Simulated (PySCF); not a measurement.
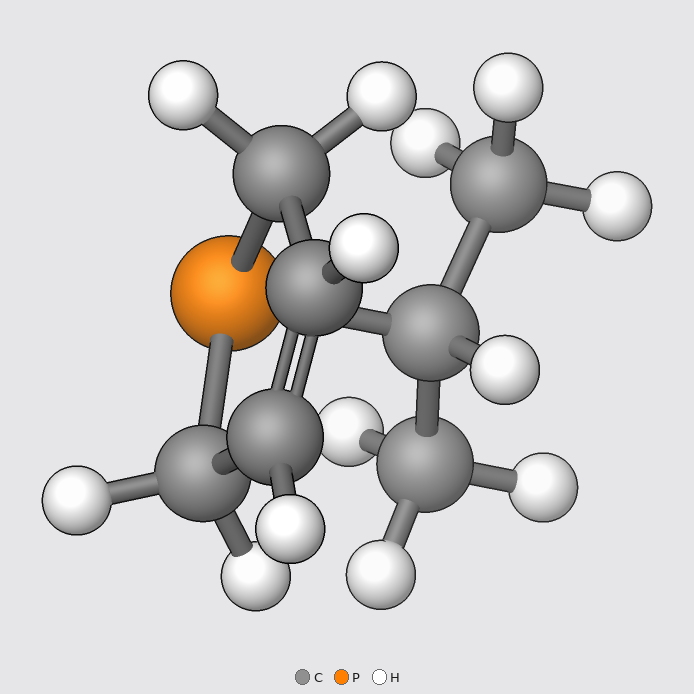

Double and triple bonds are drawn as two and three sticks.

Question: What is the molecular formula?

Answer: C₇H₁₃P, 21 atoms: 7 carbon, 13 hydrogen and 1 phosphorus.

Question: Which point group does it belong to?

Answer: Cs.

Question: Describe its rings.

Answer: Independent rings (smallest set): 1 of 5 members.

Question: Name functional groups in it.

Answer: Among them: alkene.

Question: What is its SMILES?

Answer: CC(C)P1CC=CC1

More results for the same structure follow; atom numbers are the same in all pictures, views and colours differ. Computed geometry: PBE0-D3(BJ)/def2-SVP optimisation. No frequency run is at hand to confirm it as a minimum.

### Shape

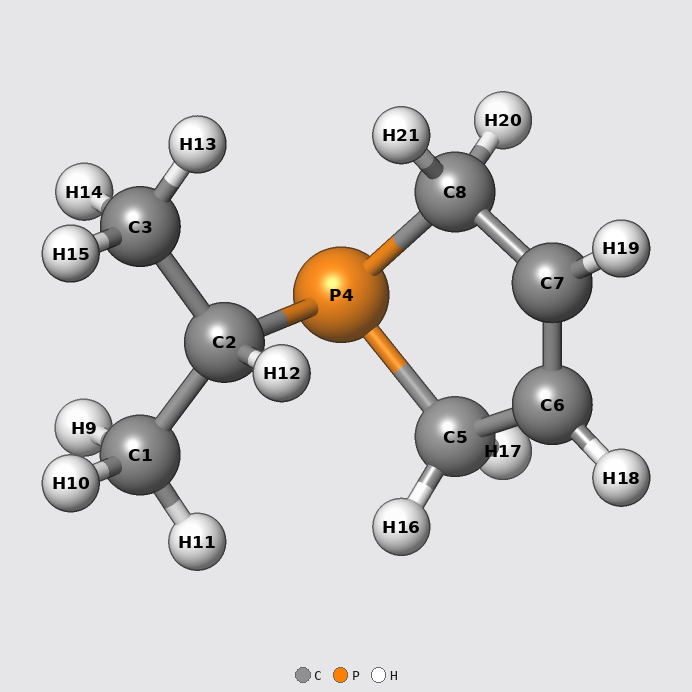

Numbered structure. No frequency run is at hand to confirm it as a minimum.

Question: How are the neighbours of atom 6 arranged?

Answer: C6 has 3 neighbours (C5 at 1.50, C7 at 1.34, H18 at 1.10 Å); the arrangement is trigonal planar.

Question: How are the neighbours of atom 1 arranged?

Answer: C1 has 4 neighbours (C2 at 1.53, H9 at 1.10, H10 at 1.10, H11 at 1.10 Å); the arrangement is tetrahedral.

Question: How are the neighbours of atom 2 arranged?

Answer: C2 has 4 neighbours (C1 at 1.53, C3 at 1.52, P4 at 1.88, H12 at 1.11 Å); the arrangement is tetrahedral.

Question: Describe the coordination of atom 4.

Answer: P4 has 3 neighbours (C2 at 1.88, C5 at 1.88, C8 at 1.88 Å); the arrangement is trigonal pyramidal.

Question: What is the dihedral angle P4–C5–C6–C7?

Answer: 11° in size, that is syn (eclipsed).

### Levels of theory compared

No frequency run is at hand to confirm it as a minimum. Program: PySCF 2.14.0.

At this fixed geometry, give HOMO–LUMO gap (eV), dipole (D), HOMO energy (eV) at these levels: B3LYP/def2-SVPD; B3LYP/def2-SVPD in acetonitrile (IEF-PCM); B3LYP/pcSseg-1; PBE0/pcSseg-1; PBE0/pcSseg-1 in acetonitrile (IEF-PCM); PBE0/pcSseg-1 in water (IEF-PCM).

| level | HOMO–LUMO gap (eV) | dipole (D) | HOMO energy (eV) |
| --- | --- | --- | --- |
| B3LYP/def2-SVPD | 6.35 | 1.21 | −6.27 |
| B3LYP/def2-SVPD in acetonitrile (IEF-PCM) | 6.54 | 1.84 | −6.36 |
| B3LYP/pcSseg-1 | 6.48 | 1.16 | −6.29 |
| PBE0/pcSseg-1 | 6.89 | 1.25 | −6.50 |
| PBE0/pcSseg-1 in acetonitrile (IEF-PCM) | 7.08 | 1.78 | −6.63 |
| PBE0/pcSseg-1 in water (IEF-PCM) | 7.08 | 1.80 | −6.63 |

### Core levels

No frequency run is at hand to confirm it as a minimum. Method: delta-SCF UKS SCAN, pcX-2 on the ionised atom, pcseg-1 elsewhere, spin-free X2C (PySCF 2.14.0).

Give the core-electron binding energies (to vacuum; p and d levels without spin–orbit splitting) of C1 1s, C2 1s, P4 1s, P4 2p, C5 1s, C6 1s.

```csv
atom,level,binding energy (eV)
C1,1s,290.4
C2,1s,290.2
P4,1s,2149.2
P4,2p,135.9
C5,1s,290.3
C6,1s,290.1
```

### Ring current

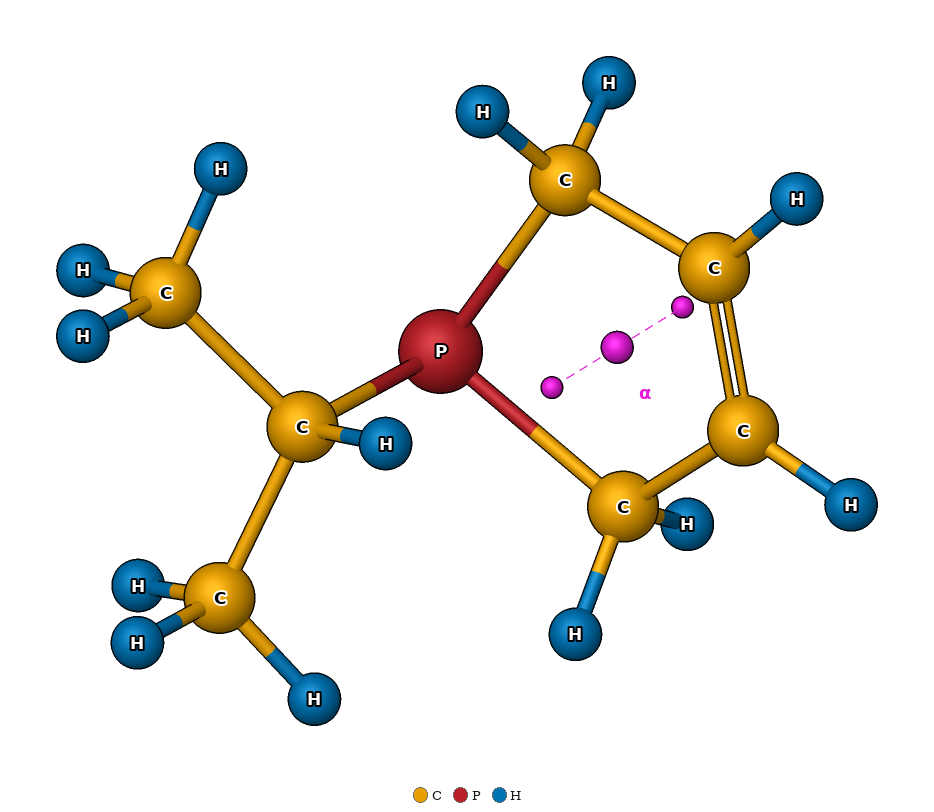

The small points mark where nucleus-independent chemical shifts (NICS) were computed: at the centre of each lettered ring and 1 Å above and below it. No frequency run is at hand to confirm it as a minimum. Level of theory: GIAO B3LYP/pcSseg-1 NMR shielding, non-relativistic, gas phase (PySCF 2.14.0).

Give NICS(0), NICS(1) and the out-of-plane component NICS(1)zz for each ring (means of the two sides).

```
ring  members  NICS(0)  NICS(1)  NICS(1)zz
   α      C4P     −3.5     −3.6       −4.8
```

Values in ppm.

Question: What do the values say about the ring currents?

Answer: Ring α: weak, as in a non-aromatic ring. NICS is one index among several.
